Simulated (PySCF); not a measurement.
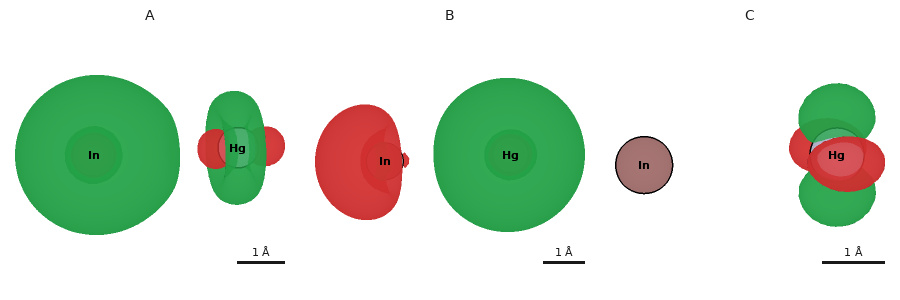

InHg (charge +1). Three frontier orbitals, each drawn at the value that holds 80 % of its norm (green and red are the two phases), in no order; of a degenerate pair one member is drawn.

Core potentials replace the inner electrons of In and Hg.

Level of theory: PBE0/def2-SVP, non-relativistic Hamiltonian with scalar-relativistic core potentials where named, at a bond length of 3.213 Å in PySCF 2.14.0.

**Label each orbital by symmetry, say whether it is occupied, and order them by energy.**

Orbital C: δ, occupied, −16.68 eV; almost wholly on Hg.
Orbital A: σ, occupied, −15.16 eV; mainly on In (80 %).
Orbital B: σ, occupied, −12.22 eV; mainly on Hg (80 %).
